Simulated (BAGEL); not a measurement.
# AlBH4O (SMILES B[O][AlH2]): HF/6-31G(d) (density fitting with qzvpp-jkfit, spherical functions)

Aim: the vertical singlet–triplet gap of AlBH4O at HF/6-31G* (density fitting with qzvpp-jkfit, spherical functions), from 2 runs. 

The results are computed with BAGEL 1.2.2.

4 further runs of the same task are left out: 3 that didn't finish, 1 set aside as unsound or not needed. Runs told in other sessions of the task aren't counted.

## 1. The molecule

AlBH4O has 7 atoms, charge 0, and is taken as a singlet. SMILES: `B[O][AlH2]`. Geometry: a GFN2-xTB relaxation, a rough one for these elements and not checked as a minimum.

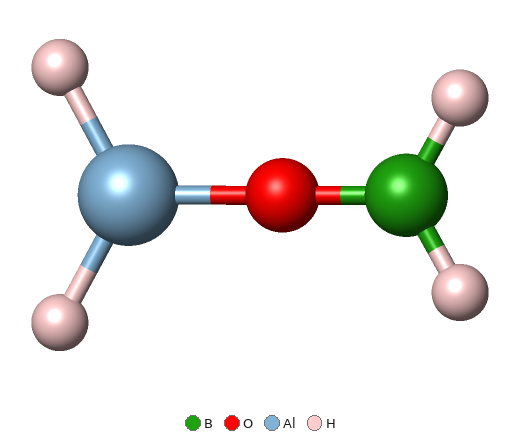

Viewed from a chosen angle; boron green, oxygen red, aluminium light blue, hydrogen pink.

## 2. A single-point energy at HF/6-31G(d) (density fitting with qzvpp-jkfit, spherical functions)

Contents of job.json:

```json
{ "bagel" : [

{
  "title" : "molecule",
  "basis" : "6-31gs.json",
  "df_basis" : "qzvpp-jkfit",
  "angstrom" : "true",
  "geometry" : [
    { "atom" : "B", "xyz" : [      -1.239790,       0.460500,      -0.755050 ] },
    { "atom" : "O", "xyz" : [      -0.151010,       0.055000,      -0.092790 ] },
    { "atom" : "Al", "xyz" : [       1.203290,      -0.447170,       0.732080 ] },
    { "atom" : "H", "xyz" : [      -1.722060,      -0.243360,      -1.565440 ] },
    { "atom" : "H", "xyz" : [      -1.702020,       1.516540,      -0.519180 ] },
    { "atom" : "H", "xyz" : [       1.819640,       0.486770,       1.781480 ] },
    { "atom" : "H", "xyz" : [       1.791950,      -1.828280,       0.418900 ] }
  ]
},

{ "title" : "hf" },

{ "title" : "print", "file" : "orbitals.molden", "orbitals" : "true" }

]}
```

The basis set 6-31G* is read from a file made from the Basis Set Exchange's data (not shown).

Started as:

```
$ BAGEL_NUM_THREADS=1 BAGEL job.json > job.out
```

Log:

```text
* using 1 threads per process

  ===============================================================
  ===============================================================

  *** Geometry ***

  { "atom" : "B", "xyz" : [     -2.342864,      0.870219,     -1.426838 ] },
  { "atom" : "O", "xyz" : [     -0.285368,      0.103935,     -0.175348 ] },
  { "atom" : "Al", "xyz" : [      2.273889,     -0.845029,      1.383431 ] },
  { "atom" : "H", "xyz" : [     -3.254222,     -0.459884,     -2.958253 ] },
  { "atom" : "H", "xyz" : [     -3.216352,      2.865845,     -0.981108 ] },
  { "atom" : "H", "xyz" : [      3.438621,      0.919862,      3.366509 ] },
  { "atom" : "H", "xyz" : [      3.386295,     -3.454948,      0.791606 ] },

  Number of auxiliary basis functions:      352

  Since a DF basis is specified, we compute 2- and 3-index integrals:
    o Being stored without compression. Storage requirement is 0.008 GB

  Number of basis functions:       54
  Number of electrons      :       30

    * METHOD: MOLECULE                             0.10

  *** RHF ***

  === Nuclear Repulsion ===
    86.7543109197

      * DIIS with orbital gradients will be used.

  === RHF iteration (6-31gs.json) ===
      0       -343.65538864          0.03015448           0.02
      1       -343.75796109          0.02278367           0.02
      2       -343.84613621          0.00179914           0.02
      3       -343.84725496          0.00023903           0.02
      4       -343.84727102          0.00004807           0.02
      5       -343.84727186          0.00000933           0.02
      6       -343.84727191          0.00000312           0.02
      7       -343.84727191          0.00000108           0.02
      8       -343.84727191          0.00000023           0.02
      9       -343.84727191          0.00000006           0.02
     10       -343.84727191          0.00000001           0.02
     11       -343.84727191          0.00000000           0.02
    * SCF iteration converged.

    * Permanent dipole moment:
           (   -0.260435,     0.096518,    -0.156852) a.u.

    * METHOD: HF                                   0.28

    * METHOD: PRINT                                0.01

  ===============================================================
```

It took 0.52 s on 1 thread of Arm Neoverse V1, shared host.

## 3. The triplet at the same level

Contents of input.json:

```json
{ "bagel": [

{
  "title": "molecule",
  "basis": "6-31gs.json",
  "df_basis": "qzvpp-jkfit",
  "angstrom": "true",
  "geometry": [
    { "atom": "B", "xyz": [   -1.239790,    0.460500,   -0.755050 ] },
    { "atom": "O", "xyz": [   -0.151010,    0.055000,   -0.092790 ] },
    { "atom": "Al", "xyz": [    1.203290,   -0.447170,    0.732080 ] },
    { "atom": "H", "xyz": [   -1.722060,   -0.243360,   -1.565440 ] },
    { "atom": "H", "xyz": [   -1.702020,    1.516540,   -0.519180 ] },
    { "atom": "H", "xyz": [    1.819640,    0.486770,    1.781480 ] },
    { "atom": "H", "xyz": [    1.791950,   -1.828280,    0.418900 ] }
  ]
},
{
  "title": "uhf",
  "nopen": 2
},
{
  "title": "print",
  "file": "orbitals.molden",
  "orbitals": "true"
}

]}
```

The basis set 6-31G* is read from a file made from the Basis Set Exchange's data (not shown).

Started as:

```
$ BAGEL_NUM_THREADS=1 BAGEL input.json > input.out
```

Log:

```text
* using 1 threads per process

  ===============================================================
  ===============================================================

  *** Geometry ***

  { "atom" : "B", "xyz" : [     -2.342864,      0.870219,     -1.426838 ] },
  { "atom" : "O", "xyz" : [     -0.285368,      0.103935,     -0.175348 ] },
  { "atom" : "Al", "xyz" : [      2.273889,     -0.845029,      1.383431 ] },
  { "atom" : "H", "xyz" : [     -3.254222,     -0.459884,     -2.958253 ] },
  { "atom" : "H", "xyz" : [     -3.216352,      2.865845,     -0.981108 ] },
  { "atom" : "H", "xyz" : [      3.438621,      0.919862,      3.366509 ] },
  { "atom" : "H", "xyz" : [      3.386295,     -3.454948,      0.791606 ] },

  Number of auxiliary basis functions:      352

  Since a DF basis is specified, we compute 2- and 3-index integrals:
    o Being stored without compression. Storage requirement is 0.008 GB

  Number of basis functions:       54
  Number of electrons      :       30

    * METHOD: MOLECULE                             0.10

  *** Open-shell HF ***

  === Nuclear Repulsion ===
    86.7543109197

      * DIIS with orbital gradients will be used.

  === UHF iteration (6-31gs.json) ===
      0       -343.22905769          0.06815334           0.03
      1       -343.20891480          0.08890547           0.03
      2       -343.23686115          0.07714497           0.03
      3       -343.59796755          0.00849222           0.03
      4       -343.61084947          0.00490060           0.03
      5       -343.61920661          0.00405638           0.03
      6       -343.62985395          0.00207302           0.03
      7       -343.63320034          0.00103350           0.03
      8       -343.63378650          0.00146091           0.03
      9       -343.63469721          0.00098261           0.03
     10       -343.63539391          0.00077515           0.03
     11       -343.63597273          0.00080954           0.03
     12       -343.63768691          0.00040226           0.03
     13       -343.63694159          0.00101754           0.03
     14       -343.63782065          0.00064316           0.03
     15       -343.63782328          0.00035239           0.03
     16       -343.63788153          0.00011579           0.03
     17       -343.63788556          0.00000935           0.03
     18       -343.63788558          0.00001817           0.03
     19       -343.63788571          0.00000318           0.03
     20       -343.63788571          0.00000103           0.03
     21       -343.63788571          0.00000042           0.03
     22       -343.63788571          0.00000026           0.03
     23       -343.63788571          0.00000016           0.03
     24       -343.63788571          0.00000013           0.03
     25       -343.63788571          0.00000008           0.03
     26       -343.63788571          0.00000005           0.03
     27       -343.63788571          0.00000003           0.03
     28       -343.63788571          0.00000001           0.03
    * SCF iteration converged.

    * S^2 (UHF) is 2.0218

    * Permanent dipole moment:
           (    2.065946,    -0.764134,     1.253795) a.u.

    * METHOD: UHF                                  0.98

    * METHOD: PRINT                                0.01

  ===============================================================
```

Wall time 1.2 s (1 thread of Arm Neoverse V1, shared host).

## 4. Results

Level: HF/6-31G* (density fitting with qzvpp-jkfit, spherical functions).

| quantity | value |
| --- | --- |
| singlet: total energy | -343.84727 Eh |
| singlet: dipole moment | 0.81 D |
| singlet: HOMO energy | -11.14 eV |
| singlet: LUMO energy | 1.46 eV |
| singlet: HOMO–LUMO gap | 12.60 eV |
| triplet: total energy | -343.63789 Eh |
| triplet: dipole moment | 6.44 D |
| triplet: ⟨S²⟩ | 2.022 |
| vertical energy of the triplet above the singlet | 5.698 eV |

What this shows: At this shape the triplet lies 5.70 eV (550 kJ/mol) above the singlet.
